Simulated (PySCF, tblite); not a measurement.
# C2H10O3Si4, a small molecule taken as a stand-in for a surface group (silica-backed Si): NMR shifts, core binding energies and electronic excitations

What NMR shifts, core binding energies and electronic excitations should one expect for `C#C[Si](O[SiH3])(O[SiH3])O[SiH3]`?

Programs: tblite 0.8.0 and PySCF 2.14.0. All values are calculated, for the isolated system unless a continuum is named. Atoms count from 0, parts from 1.

## Step 1: The system as given

19 atoms, charge 0, multiplicity 1; geometry: distance geometry start.

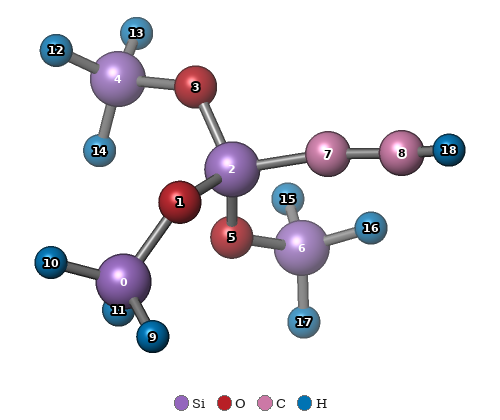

The starting geometry (silicon purple, oxygen red, carbon pink, hydrogen blue), atoms numbered.

## Step 2: Geometry optimisation with GFN2-xTB

The job: settings as JSON, then the geometry in Å.

```
{"job": {"kind": "relax", "xc": "GFN2-xTB", "basis": "xTB"}, "charge": 0, "multiplicity": 1}
Si    -0.006227    -0.198667     1.758880
O      1.422970     0.004846     0.748504
Si     1.407498     0.444530    -0.957402
O      2.031233     2.056229    -1.183435
Si     1.132702     3.560985    -0.907695
O     -0.270258     0.363450    -1.558377
Si    -0.727515     0.063948    -3.240870
C      2.438743    -0.752531    -1.900370
C      3.179686    -1.877948    -2.469955
H     -0.147525    -1.555702     2.144648
H      0.118383     0.611623     2.925949
H     -1.164417     0.204004     1.059780
H      1.590985     4.226005     0.250159
H      1.255928     4.397402    -2.053332
H     -0.245022     3.240307    -0.729805
H     -0.733537     1.306336    -3.974740
H      0.234902    -0.791292    -3.843794
H     -2.007436    -0.539455    -3.290554
H      3.787597    -2.667559    -2.723713
```

Level: GFN2-xTB geometry optimisation, gas phase.

Started as:

```bash
$ OMP_NUM_THREADS=1 python cluster_run.py task.json out
```

The driver reads the jobs from task.json and runs them one after another.

The program printed:

```text
step      E/eV     max force
  0    -778.25319   14.182
  1    -780.56987    5.887
  2    -781.12118    2.086
  3    -781.58798    3.076
  4    -781.82158    1.629
  5    -782.00633    1.259
  6    -782.08201    0.795
  7    -782.19858    1.383
  8    -782.28525    1.073
  9    -782.36378    0.580
 10    -782.40029    0.383
 11    -782.41783    0.398
 12    -782.42979    0.279
 13    -782.43784    0.264
 14    -782.44755    0.249
 15    -782.45920    0.397
 16    -782.46956    0.345
 17    -782.47466    0.186
 18    -782.47699    0.129
 19    -782.47951    0.192
 20    -782.48322    0.298
 21    -782.48746    0.284
 22    -782.49043    0.150
 23    -782.49208    0.080
 24    -782.49364    0.152
 25    -782.49655    0.272
 26    -782.50162    0.363
 27    -782.50799    0.327
 28    -782.51295    0.175
 29    -782.51642    0.136
 30    -782.51986    0.211
 31    -782.52468    0.268
 32    -782.53122    0.253
 33    -782.53751    0.197
 34    -782.54209    0.143
 35    -782.54517    0.201
 36    -782.54797    0.196
 37    -782.55142    0.144
 38    -782.55567    0.176
 39    -782.55998    0.170
 40    -782.56382    0.269
 41    -782.56703    0.195
 42    -782.56970    0.083
 43    -782.57069    0.077
 44    -782.57234    0.118
 45    -782.57422    0.141
 46    -782.57713    0.153
 47    -782.58001    0.152
 48    -782.58226    0.116
 49    -782.58365    0.094
 50    -782.58488    0.087
 51    -782.58706    0.118
 52    -782.58983    0.153
 53    -782.59166    0.279
 54    -782.59191    0.393
 55    -782.59370    0.046
 56    -782.59396    0.043
 57    -782.59449    0.036
 58    -782.59484    0.046
 59    -782.59544    0.066
 60    -782.59584    0.068
 61    -782.59619    0.030
 62    -782.59638    0.028
 63    -782.59651    0.042
 64    -782.59665    0.035
 65    -782.59684    0.041
 66    -782.59707    0.040
 67    -782.59730    0.045
 68    -782.59748    0.047
 69    -782.59767    0.039
 70    -782.59797    0.038
 71    -782.59848    0.065
 72    -782.59914    0.074
 73    -782.59974    0.050
 74    -782.60014    0.043
 75    -782.60043    0.037
 76    -782.60081    0.056
 77    -782.60139    0.065
 78    -782.60209    0.059
 79    -782.60269    0.060
 80    -782.60315    0.070
 81    -782.60355    0.069
 82    -782.60396    0.047
 83    -782.60428    0.053
 84    -782.60454    0.035
 85    -782.60473    0.039
 86    -782.60503    0.040
 87    -782.60532    0.057
 88    -782.60589    0.066
 89    -782.60639    0.047
 90    -782.60680    0.044
 91    -782.60707    0.049
 92    -782.60734    0.050
 93    -782.60767    0.051
 94    -782.60805    0.046
 95    -782.60844    0.049
 96    -782.60883    0.046
 97    -782.60931    0.072
 98    -782.60991    0.083
 99    -782.61073    0.098
100    -782.61160    0.090
101    -782.61239    0.068
102    -782.61308    0.088
103    -782.61383    0.089
104    -782.61466    0.098
105    -782.61548    0.108
106    -782.61606    0.066
107    -782.61644    0.044
108    -782.61667    0.034
109    -782.61697    0.038
110    -782.61725    0.040
111    -782.61753    0.039
112    -782.61780    0.036
113    -782.61815    0.053
114    -782.61863    0.072
115    -782.61923    0.092
116    -782.61983    0.079
117    -782.62035    0.054
118    -782.62082    0.069
119    -782.62136    0.066
120    -782.62198    0.064
121    -782.62246    0.042
122    -782.62267    0.093
123    -782.62303    0.051
124    -782.62338    0.039
125    -782.62378    0.035
126    -782.62420    0.046
127    -782.62451    0.034
128    -782.62470    0.024
129    -782.62484    0.022
130    -782.62496    0.021
131    -782.62505    0.024
132    -782.62513    0.023
133    -782.62522    0.021
134    -782.62533    0.025
135    -782.62546    0.025
136    -782.62559    0.024
137    -782.62571    0.022
138    -782.62585    0.027
139    -782.62601    0.025
140    -782.62619    0.027
141    -782.62635    0.029
142    -782.62647    0.022
143    -782.62658    0.021
144    -782.62674    0.031
145    -782.62691    0.038
146    -782.62706    0.032
147    -782.62714    0.019
148    -782.62721    0.019
149    -782.62731    0.030
150    -782.62747    0.040
151    -782.62767    0.035
152    -782.62783    0.024
153    -782.62797    0.023
154    -782.62812    0.035
155    -782.62836    0.046
156    -782.62869    0.045
157    -782.62906    0.041
158    -782.62938    0.040
159    -782.62972    0.054
160    -782.63014    0.079
161    -782.63076    0.078
162    -782.63149    0.080
163    -782.63235    0.059
164    -782.63287    0.082
165    -782.63353    0.079
166    -782.63420    0.072
167    -782.63498    0.064
168    -782.63569    0.104
169    -782.63659    0.093
170    -782.63759    0.078
171    -782.63879    0.066
172    -782.63928    0.065
173    -782.63971    0.065
174    -782.64009    0.049
175    -782.64050    0.051
176    -782.64083    0.048
177    -782.64110    0.035
178    -782.64132    0.040
179    -782.64143    0.043
180    -782.64152    0.023
181    -782.64161    0.021
182    -782.64172    0.026
183    -782.64182    0.027
184    -782.64189    0.023
185    -782.64194    0.019
186    -782.64198    0.017
187    -782.64204    0.020
188    -782.64210    0.024
189    -782.64218    0.033
190    -782.64226    0.034
191    -782.64234    0.026
192    -782.64243    0.024
193    -782.64254    0.027
194    -782.64266    0.029
195    -782.64281    0.035
196    -782.64300    0.032
197    -782.64325    0.039
198    -782.64357    0.062
199    -782.64392    0.059
200    -782.64428    0.058
201    -782.64428    0.058
202    -782.64905    0.056
203    -782.64989    0.084
204    -782.65026    0.028
205    -782.65046    0.021
206    -782.65054    0.016
207    -782.65060    0.015
208    -782.65066    0.010
209    -782.65069    0.020
210    -782.65073    0.015
211    -782.65078    0.011
212    -782.65076    0.038
213    -782.65064    0.062
214    -782.65078    0.033
215    -782.65089    0.025
216    -782.65102    0.015
217    -782.65062    0.086
218    -782.65113    0.015
219    -782.65120    0.020
220    -782.65069    0.090
221    -782.65133    0.012
222    -782.65142    0.013
223    -782.65120    0.085
224    -782.65159    0.014
225    -782.65171    0.016
226    -782.65168    0.074
227    -782.65195    0.021
228    -782.65209    0.020
229    -782.65233    0.061
230    -782.65261    0.029
231    -782.65298    0.014
232    -782.65326    0.053
233    -782.65362    0.050
234    -782.65405    0.029
235    -782.65415    0.067
236    -782.65378    0.080
237    -782.65425    0.052
238    -782.65431    0.092
239    -782.65451    0.081
240    -782.65436    0.097
241    -782.65475    0.026
242    -782.65466    0.050
243    -782.65488    0.014
244    -782.65493    0.016
245    -782.65501    0.044
246    -782.65468    0.083
247    -782.65516    0.026
248    -782.65512    0.040
249    -782.65524    0.017
250    -782.65526    0.023
251    -782.65528    0.008
```

It took 13 s on 1 thread of AMD EPYC 9R45, shared host.

The steps of the relaxation:

| step | energy from step 0 (eV) | largest force (eV/Å) |
| --- | --- | --- |
| 0 | 0.0000 | 14.1823 |
| 10 | -4.1471 | 0.3830 |
| 20 | -4.2300 | 0.2981 |
| 30 | -4.2667 | 0.2104 |
| 40 | -4.3106 | 0.2686 |
| 50 | -4.3317 | 0.0870 |
| 60 | -4.3426 | 0.0677 |
| 70 | -4.3448 | 0.0384 |
| 80 | -4.3500 | 0.0703 |
| 90 | -4.3536 | 0.0447 |
| 100 | -4.3584 | 0.0896 |
| 110 | -4.3641 | 0.0400 |
| 120 | -4.3688 | 0.0643 |
| 130 | -4.3718 | 0.0206 |
| 140 | -4.3730 | 0.0277 |
| 150 | -4.3743 | 0.0397 |
| 160 | -4.3769 | 0.0787 |
| 170 | -4.3844 | 0.0778 |
| 180 | -4.3883 | 0.0224 |
| 190 | -4.3891 | 0.0334 |
| 200 | -4.3911 | 0.0587 |
| 210 | -4.3975 | 0.0147 |
| 220 | -4.3975 | 0.0907 |
| 230 | -4.3994 | 0.0284 |
| 240 | -4.4012 | 0.0968 |
| 250 | -4.4021 | 0.0220 |
| 251 | -4.4021 | 0.0081 |

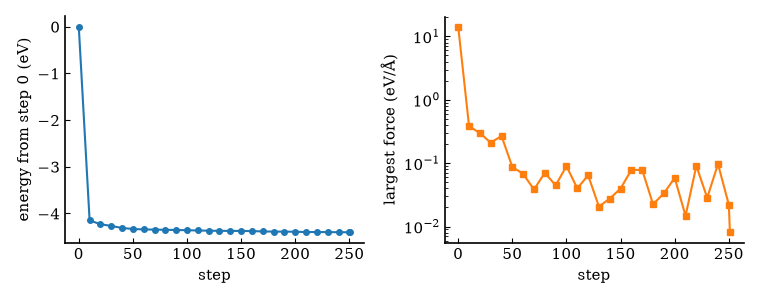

Energy and force, step by step.

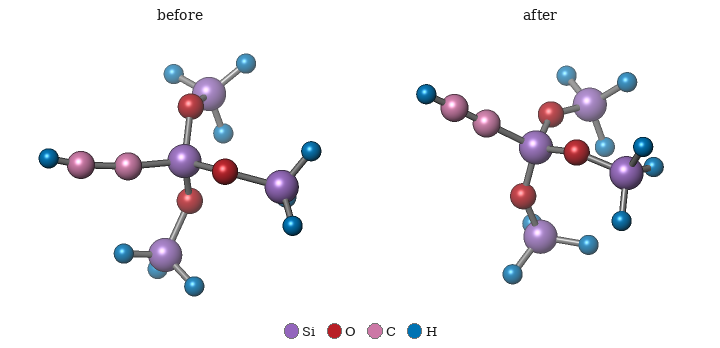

Before and after, at one scale.

Distances of close pairs at the start and the end, largest changes first:

| bond | before (Å) | after (Å) | change (Å) |
| --- | --- | --- | --- |
| C7–C8 | 1.463 | 1.200 | -0.263 |
| Si2–O5 | 1.784 | 1.616 | -0.168 |
| O3–Si4 | 1.774 | 1.620 | -0.154 |
| O5–Si6 | 1.769 | 1.620 | -0.149 |
| O1–Si2 | 1.762 | 1.615 | -0.146 |
| Si0–O1 | 1.762 | 1.620 | -0.142 |
| Si2–O3 | 1.743 | 1.615 | -0.128 |
| Si0–H11 | 1.411 | 1.466 | +0.055 |

## Step 3: Optimising the geometry at PBE0-D3(BJ)/def2-SVP

The job: settings as JSON, then the geometry in Å.

```
{"job": {"xc": "PBE0", "basis": "def2-SVP", "d3": "d3bj", "grid": 2, "kind": "geom", "shake": 0.01}, "charge": 0, "multiplicity": 1}
Si    -1.192313    -0.320319     2.312324
O     -0.064288    -0.865086     1.319874
Si     0.703640    -0.597323    -0.074779
O      1.309292     0.925035    -0.099721
Si     0.832963     2.471899    -0.207760
O     -0.283600    -0.827742    -1.312217
Si    -1.722103    -0.450622    -1.917299
C      2.156834    -1.755734    -0.201996
C      3.063386    -2.516991    -0.262166
H     -1.530145    -1.468142     3.131896
H     -0.653222     0.804112     3.095700
H     -2.356798     0.170452     1.532125
H      1.980276     3.179330     0.323282
H      0.561778     2.787247    -1.598729
H     -0.370796     2.707169     0.608522
H     -2.009310     0.989544    -1.698058
H     -1.573763    -0.771459    -3.332718
H     -2.745704    -1.266261    -1.236565
H      3.872951    -3.197296    -0.353509
```

The program printed:

```text
step   0  E = -1464.61917654  max force = 0.067650
step   1  E = -1464.63628340  max force = 0.005365
step   2  E = -1464.63640497  max force = 0.001104
step   3  E = -1464.63641244  max force = 0.000381
optimisation converged
```

Wall time 74 s (1 thread of AMD EPYC 9R45, shared host); peak memory 1.2 GiB.

Step by step:

| step | energy from step 0 (eV) | largest force component (eV/Å) |
| --- | --- | --- |
| 0 | 0.0000 | 3.4787 |
| 1 | -0.4655 | 0.2759 |
| 2 | -0.4688 | 0.0568 |
| 3 | -0.4690 | 0.0196 |

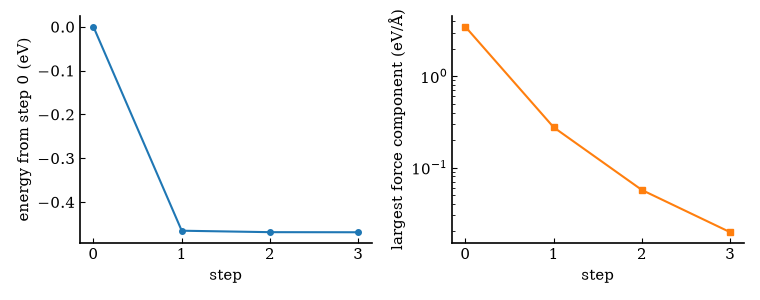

Energy and force, step by step.

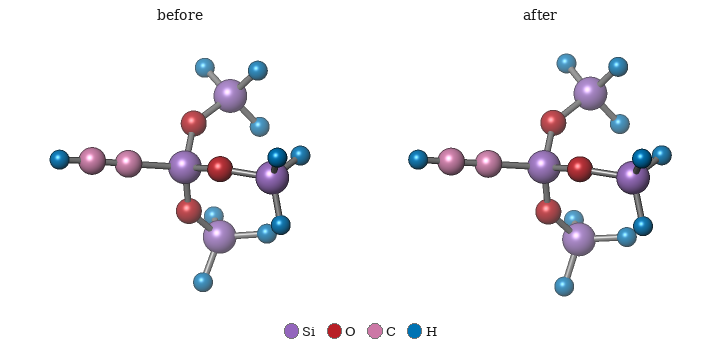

Before and after, at one scale.

Close pairs (by a distance rule), those that changed most:

| bond | before (Å) | after (Å) | change (Å) |
| --- | --- | --- | --- |
| Si0–O1 | 1.598 | 1.659 | +0.061 |
| O5–Si6 | 1.606 | 1.659 | +0.054 |
| Si2–C7 | 1.863 | 1.814 | -0.049 |
| Si4–H13 | 1.452 | 1.492 | +0.041 |
| Si4–H12 | 1.449 | 1.489 | +0.040 |
| O3–Si4 | 1.622 | 1.661 | +0.039 |
| Si2–O5 | 1.600 | 1.638 | +0.039 |
| Si0–H9 | 1.450 | 1.489 | +0.039 |

The end geometry stands in the next job.

| at the end point | value |
| --- | --- |
| point group (found at 0.08 Å tolerance) | C1 |
| rotational constants (GHz, main isotopes) | 0.679, 0.640, 0.636 |
| dipole moment (D) | 0.54 |

[end of part 1 of 2]
